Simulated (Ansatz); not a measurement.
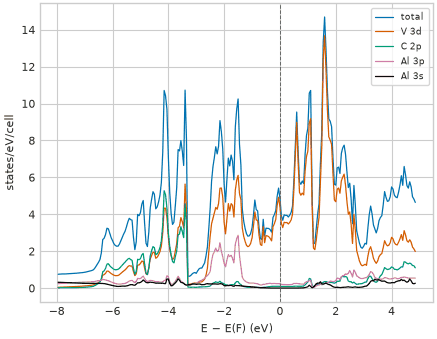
*Total and projected density of states of AlV2C in space group P6_3/mmc (No. 194; Al on 2c, V on 4f, C on 2a), plane-wave PAW LDA (Ansatz code)*

Q: Which orbitals carry the states next to the Fermi level?

A: Within 0.5 eV of the Fermi level: V 3d 89 %, Al 3p 6 %. Projections are on Löwdin-orthogonalised atomic valence shells; empty p or d shells of many metals are not among them.

Q: Where is the tallest occupied peak in this window, and what makes it?

A: Near -3.4 eV, about 11 states/eV per cell; the largest projected share is V 3d.

The LDA relaxation kept the symmetry of its start. The run is not spin-polarised.

Potentials: the later of the program's two PAW sets.
